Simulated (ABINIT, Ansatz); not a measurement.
## KF (Carobbiite): G0W0 on several meshes in ABINIT

How does the mesh move the gap of KF (Carobbiite)?

Program: ABINIT 10.8.3. Level of theory: PBE and many-body steps on it, plane waves. Results are calculated unless marked as measured.

**1. The structure**

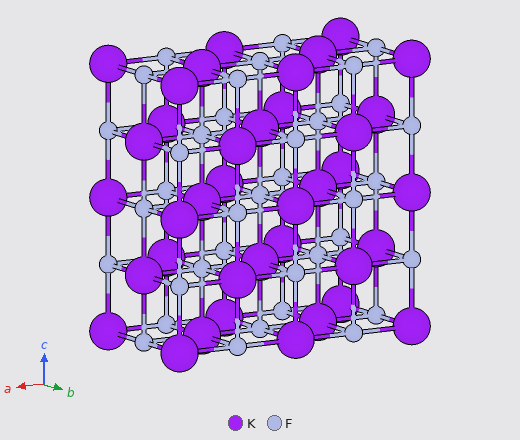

The starting structure, seen from a free direction (potassium purple, fluorine light blue). 2×1×2 cells are drawn. This picture shows the conventional cell, with its axes. Some periodic images of atoms are drawn too.

The cell and positions come from the Crystallography Open Database and are kept as given unless a step says otherwise.

**2. Empty states on the mesh, 6×6×6 mesh, 708 bands**

This step: ABINIT 10.8.3; DFT, PBE, plane waves, norm-conserving pseudopotentials.

The sums over transitions need many empty states on a uniform mesh; this step solves for them.

run.abi reads:

```
acell 3*1.0 Angstrom
rprim 
  -0.000000000000 2.671850000000 2.671850000000
  2.671850000000 -0.000000000000 2.671850000000
  2.671850000000 2.671850000000 0.000000000000
ntypat 2
znucl 19 9
natom 2
typat 1 2
xred 
  0.000000000000 0.000000000000 0.000000000000
  0.500000000000 0.500000000000 0.500000000000
pp_dirpath "pseudos"
pseudos "K.upf, F.upf"
ecut 36
ngkpt 6 6 6
nshiftk 1
shiftk 0 0 0
kptopt 1
chksymbreak 0
irdden 1
istwfk *1
nband 708
prtvol 0
optdriver 6
gwr_task "HDIAGO"
paral_kgb 0
occopt 1
indata_prefix "in"
outdata_prefix "out"
tmpdata_prefix "tmp"
```

The run is started by

```sh
> OMP_NUM_THREADS=1 mpirun -n 8 abinit run.abi > log
```

What it wrote:

```text
.Version 10.8.3 of ABINIT. v10.8.2 released Aug 2026.

 Symmetries : space group Fm -3 m (#225); Bravais cF (face-center cubic)
[... echo of the input left out ...]
== DATASET  1 ==================================================================
-   mpi_nproc: 8, omp_nthreads: 1 (-1 if OMP is not activated)

--- !DatasetInfo
iteration_state: {dtset: 1, }
dimensions: {natom: 2, nkpt: 16, mband: 708, nsppol: 1, nspinor: 1, nspden: 1, mpw: 2685, }
cutoff_energies: {ecut:  36.0, pawecutdg:  -1.0, }
[...]
Direct band gap semiconductor
 Fundamental gap:     6.199 (eV)
   VBM:     0.131 (eV) at k: [ 0.0000E+00,  0.0000E+00,  0.0000E+00]
   CBM:     6.330 (eV) at k: [ 0.0000E+00,  0.0000E+00,  0.0000E+00]
 Direct gap:         6.199 (eV) at k: [ 0.0000E+00,  0.0000E+00,  0.0000E+00]

== END DATASET(S) ==============================================================
================================================================================

 -outvars: echo values of variables after computation  --------
           etotal      0.0000000000E+00
            nband         708
             nkpt          16
          spgroup         225
 [... the other variables as echoed above ...]

 Calculation completed.
```

Run time: 37 s. Hardware: 8 MPI ranks of Arm Neoverse V1, shared host; peak memory 3.7 GiB.

This step gave:

- gap: 6.199 eV
- k of the valence top: 0, 0, 0
- k of the conduction bottom: 0, 0, 0
- least direct gap: 6.199 eV
- k points computed: 16
- lowest point of the top converged band, above the valence top: 390.3015 eV

On this mesh the gap is 6.199 eV.

The density comes from a self-consistent run that is not shown.

**3. Screening, 6×6×6 mesh, 290 bands, screening to 283 eV**

The RPA dielectric matrix is built and inverted for each q.

This step: RPA screening on PBE, plane waves, norm-conserving pseudopotentials.

run.abi: that of step 2 with these lines changed.

```diff
@@ -20,10 +20,11 @@
 chksymbreak 0
-irdden 1
 istwfk *1
-nband 708
-prtvol 0
-optdriver 6
-gwr_task "HDIAGO"
-paral_kgb 0
 occopt 1
+irdwfk 1
+optdriver 3
+nband 290
+ecuteps 10.4
+inclvkb 2
+awtr 1
+symchi 1
 indata_prefix "in"
```

What it wrote:

```text
.Version 10.8.3 of ABINIT. v10.8.2 released Aug 2026.

 Symmetries : space group Fm -3 m (#225); Bravais cF (face-center cubic)
[... echo of the input left out ...]
== DATASET  1 ==================================================================
-   mpi_nproc: 8, omp_nthreads: 1 (-1 if OMP is not activated)

--- !DatasetInfo
iteration_state: {dtset: 1, }
dimensions: {natom: 2, nkpt: 16, mband: 290, nsppol: 1, nspinor: 1, nspden: 1, mpw: 2685, }
cutoff_energies: {ecut:  36.0, pawecutdg:  -1.0, }
electrons: {nelect:   1.60000000E+01, charge:   0.00000000E+00, occopt:   1.00000000E+00, tsmear:   1.00000000E-02, }

 SCREENING: Calculation of the susceptibility and dielectric matrices

 Based on a program developped by R.W. Godby, V. Olevano, G. Onida, and L. Reining.
 Incorporated in ABINIT by V. Olevano, G.-M. Rignanese, and M. Torrent.
.Using double precision arithmetic ; gwpc =  8

[... cell and pseudopotentials left out ...]
--------------------------------------------------------------------------------

 ==== K-mesh for the wavefunctions ====
 Number of points in the irreducible wedge :    16
[... list of points left out ...]
 Together with 48 symmetry operations and time-reversal symmetry
 yields   216 points in the full Brillouin Zone.

 ==== Q-mesh for the screening function ====
 Number of points in the irreducible wedge :    16
[... list of points left out ...]
 Together with 48 symmetry operations and time-reversal symmetry
 yields   216 points in the full Brillouin Zone.

 setmesh: FFT mesh size selected  =    30x   30x   30
          total number of points  =        27000

 vcoul_init : cutoff-mode = AUXILIARY_FUNCTION
 q-points for optical limit:   1
     1)      0.000010    0.000020    0.000030

- screening: taking advantage of time-reversal symmetry
- Maximum band index for partially occupied states nbvw = 8
- Remaining bands to be divided among processors   nbcw = 282
- Number of bands treated by each node ~35

 Number of electrons calculated from density =   16.0000; Expected =   16.0000
 average of density, n =  0.062152
 r_s =    1.5661
 omega_plasma =   24.0483 [eV]

 calculating chi0 at frequencies [eV] :
  1    0.000000E+00    0.000000E+00
  2    0.000000E+00    2.404829E+01

--------------------------------------------------------------------------------
  q-point number  1        q = ( 0.000000, 0.000000, 0.000000) [r.l.u.]
--------------------------------------------------------------------------------
[... chi0 elements left out ...]
 For q-point:  0.000010 0.000020 0.000030
  dielectric constant =   1.8935
  dielectric constant without local fields =   2.1064

  Average fulfillment of the sum rule on Im[epsilon] for q-point    1 :     86.25  [%]
[... wings left out ...]
  q-point number  2        q = ( 0.166667, 0.000000, 0.000000) [r.l.u.]
--------------------------------------------------------------------------------
[... chi0 elements left out ...]
  Average fulfillment of the sum rule on Im[epsilon] for q-point    2 :     90.34  [%]

 [... 14 further q-points ...]
```

Wall time 5.5 min (8 MPI ranks); peak memory 3.8 GiB; 44 min of CPU time.

This step gave:

| Item | Value |
| --- | --- |
| ε∞ with local fields, on this mesh, along the program's q direction | 1.893 |
| the same without local fields | 2.106 |
| plasma frequency | 24.05 eV |
| plane waves in the screening matrix | 411 |

Local fields lower ε∞ by 10 %.

**4. 6×6×6**

The self-energy is evaluated for the states that the input lists, and the levels follow from it, in one-shot runs by the linearised quasiparticle equation.

This step: G0W0 on PBE, plane waves, norm-conserving pseudopotentials.

run.abi: that of step 3 with these lines changed.

```diff
@@ -23,8 +23,15 @@
 irdwfk 1
-optdriver 3
+optdriver 4
 nband 290
+gwcalctyp 0
+ecutsigx 36
+symsigma 1
+nkptgw 1
+kptgw 
+  0.0000000000 0.0000000000 0.0000000000
+bdgw 
+  6 12
 ecuteps 10.4
-inclvkb 2
-awtr 1
-symchi 1
+irdscr 1
+ppmodel 1
 indata_prefix "in"
```

What it wrote:

```text
.Version 10.8.3 of ABINIT. v10.8.2 released Aug 2026.

 Symmetries : space group Fm -3 m (#225); Bravais cF (face-center cubic)
[... echo of the input left out ...]
== DATASET  1 ==================================================================
-   mpi_nproc: 8, omp_nthreads: 1 (-1 if OMP is not activated)

--- !DatasetInfo
iteration_state: {dtset: 1, }
dimensions: {natom: 2, nkpt: 16, mband: 290, nsppol: 1, nspinor: 1, nspden: 1, mpw: 2685, }
cutoff_energies: {ecut:  36.0, pawecutdg:  -1.0, }
electrons: {nelect:   1.60000000E+01, charge:   0.00000000E+00, occopt:   1.00000000E+00, tsmear:   1.00000000E-02, }

 SIGMA: Calculation of the GW corrections

 Based on a program developped by R.W. Godby, V. Olevano, G. Onida, and L. Reining.
 Incorporated in ABINIT by V. Olevano, G.-M. Rignanese, and M. Torrent.
.Using double precision arithmetic ; gwpc =  8

[... cell and pseudopotentials left out ...]
--------------------------------------------------------------------------------

 ==== K-mesh for the wavefunctions ====
 Number of points in the irreducible wedge :    16
[... list of points left out ...]
 Together with 48 symmetry operations and time-reversal symmetry
 yields   216 points in the full Brillouin Zone.

 ==== Q-mesh for screening function ====
 Number of points in the irreducible wedge :    16
[... list of points left out ...]
 Together with 48 symmetry operations and time-reversal symmetry
 yields   216 points in the full Brillouin Zone.

 vcoul_init : cutoff-mode = AUXILIARY_FUNCTION
 q-points for optical limit:   1
     1)      0.000010    0.000020    0.000030
 setmesh: FFT mesh size selected  =    40x   40x   40
          total number of points  =        64000

 Number of electrons calculated from density =   16.0000; Expected =   16.0000
 average of density, n =  0.062152
 r_s =    1.5661
 omega_plasma =   24.0483 [eV]

 === KS Band Gaps ===
  >>>> For spin  1
   Minimum direct gap =   6.1994 [eV], located at k-point      :   0.0000  0.0000  0.0000
   Fundamental gap    =   6.1994 [eV], Top of valence bands at :   0.0000  0.0000  0.0000
                                       Bottom of conduction at :   0.0000  0.0000  0.0000
 SIGMA fundamental parameters:
 PLASMON POLE MODEL  1
 number of plane-waves for SigmaX                 2685
 number of plane-waves for SigmaC and W            411
 number of plane-waves for wavefunctions          2685
 number of bands                                   290
 number of independent spin polarizations            1
 number of spinorial components                      1
 number of k-points in IBZ                          16
 number of q-points in IBZ                          16
 number of symmetry operations                      48
 number of k-points in BZ                          216
 number of q-points in BZ                          216
 number of frequencies for dSigma/dE                 9
 frequency step for dSigma/dE [eV]                0.25
 number of omega for Sigma on real axis              0
 max omega for Sigma on real axis  [eV]           0.00
 zcut for avoiding poles [eV]                     0.10

 EPSILON^-1 parameters (SCR file):
 dimension of the eps^-1 matrix on file            411
 dimension of the eps^-1 matrix used               411
 number of plane-waves for wavefunctions          2685
 number of bands                                   290
 number of q-points in IBZ                          16
 number of frequencies                               2
 number of real frequencies                          1
 number of imag frequencies                          1

 matrix elements of self-energy operator (all in [eV])

 Perturbative Calculation

--- !SelfEnergy_ee
iteration_state: {dtset: 1, }
kpoint     : [   0.000,    0.000,    0.000, ]
spin       : 1
KS_gap     :    6.199
QP_gap     :    9.703
Delta_QP_KS:    3.503
data: !SigmaeeData |
     Band     E0 <VxcDFT>   SigX SigC(E0)      Z dSigC/dE  Sig(E)    E-E0       E
        6   0.131 -21.899 -29.568   4.513   0.804  -0.244 -24.436  -2.537  -2.406
        7   0.131 -21.899 -29.568   4.513   0.804  -0.244 -24.436  -2.537  -2.406
        8   0.131 -21.899 -29.568   4.513   0.804  -0.244 -24.436  -2.537  -2.406
        9   6.330  -7.969  -4.027  -2.865   0.897  -0.115  -7.003   0.966   7.296
       10  10.825 -10.841  -4.975  -3.272   0.890  -0.124  -8.534   2.307  13.132
       11  10.825 -10.841  -4.975  -3.272   0.890  -0.124  -8.534   2.307  13.132
       12  10.825 -10.841  -4.975  -3.272   0.890  -0.124  -8.534   2.307  13.132

== END DATASET(S) ==============================================================
================================================================================

 -outvars: echo values of variables after computation  --------
           etotal      0.0000000000E+00
            nband         290
             nkpt          16
          spgroup         225
 [... the other variables as echoed above ...]

 Calculation completed.
```

The job ended after 36 s (8 MPI ranks; peak memory 4.1 GiB; 4.8 min of CPU time).

This step gave:

| Item | Value |
| --- | --- |
| G0W0 gap on the points computed | 9.702 eV |
| starting gap on the mesh | 6.199 eV |
| k of the valence top | 0, 0, 0 |
| k of the conduction bottom | 0, 0, 0 |
| Z at the valence top | 0.804 |
| Z at the conduction bottom | 0.897 |
| least direct G0W0 gap on the computed points | 9.702 eV |

The gap on the mesh goes from 6.20 eV to 9.70 eV, a correction of +3.50 eV.

**5. Empty states on the mesh, 4×4×4 mesh, 298 bands**

This step: DFT, PBE, plane waves, norm-conserving pseudopotentials.

run.abi: that of step 4 with these lines changed.

```diff
@@ -15,3 +15,3 @@
 ecut 36
-ngkpt 6 6 6
+ngkpt 4 4 4
 nshiftk 1
@@ -20,18 +20,10 @@
 chksymbreak 0
+irdden 1
 istwfk *1
+nband 298
+prtvol 0
+optdriver 6
+gwr_task "HDIAGO"
+paral_kgb 0
 occopt 1
-irdwfk 1
-optdriver 4
-nband 290
-gwcalctyp 0
-ecutsigx 36
-symsigma 1
-nkptgw 1
-kptgw 
-  0.0000000000 0.0000000000 0.0000000000
-bdgw 
-  6 12
-ecuteps 10.4
-irdscr 1
-ppmodel 1
 indata_prefix "in"
```

What it wrote:

```text
[banner, memory and clock lines left out]
.Version 10.8.3 of ABINIT. v10.8.2 released Aug 2026.

 Symmetries : space group Fm -3 m (#225); Bravais cF (face-center cubic)
[... echo of the input left out ...]
== DATASET  1 ==================================================================
-   mpi_nproc: 8, omp_nthreads: 1 (-1 if OMP is not activated)

--- !DatasetInfo
iteration_state: {dtset: 1, }
dimensions: {natom: 2, nkpt: 8, mband: 298, nsppol: 1, nspinor: 1, nspden: 1, mpw: 2685, }
cutoff_energies: {ecut:  36.0, pawecutdg:  -1.0, }
[...]
Integrated=    1.6000E+01

 === KS gaps after direct diagonalization ===
 Direct band gap semiconductor
 Fundamental gap:     6.199 (eV)
   VBM:     0.131 (eV) at k: [ 0.0000E+00,  0.0000E+00,  0.0000E+00]
   CBM:     6.330 (eV) at k: [ 0.0000E+00,  0.0000E+00,  0.0000E+00]
 Direct gap:         6.199 (eV) at k: [ 0.0000E+00,  0.0000E+00,  0.0000E+00]

== END DATASET(S) ==============================================================

 -outvars: echo values of variables after computation  --------
           etotal      0.0000000000E+00
            nband         298
             nkpt           8
          spgroup         225
 [... the other variables as echoed above ...]

 Calculation completed.
```

Elapsed: 19 s, on 8 MPI ranks; peak memory 3.5 GiB.

This step gave:

| Property | Result |
| --- | --- |
| gap | 6.199 eV |
| k of the valence top | 0, 0, 0 |
| k of the conduction bottom | 0, 0, 0 |
| least direct gap | 6.199 eV |
| k points computed | 8 |
| lowest point of the top converged band, above the valence top | 210.3204 eV |

On this mesh the gap is 6.199 eV.

[end of part 1 of 2]

[Paths, hosts, dates, memory and timing lines, banners, echoed tables and standing remarks are left out of the program output.]

[Logs are printed without paths, hosts, clocks, repeated set-up lines and the standing remarks that a program may print on its own settings, such as how far it seeks lower states.]

[Runs of the session that timed out or met a known fault of the program may be left out.]

[Hosts, paths, dates, database ids (printed as entryN), source tags and the programs' standing remarks are cut or masked in the printed files.]

[G0W0 gaps are taken among the corrected bands and points alone; a level outside them can change the order at an edge.]

[Where Ansatz stands beside ABINIT at settings called matched, ABINIT's density can come from a denser mesh and the files from another edition; pairs whose starting gaps differed by over 0.03 eV were left out, so agreement reads better than it is.]
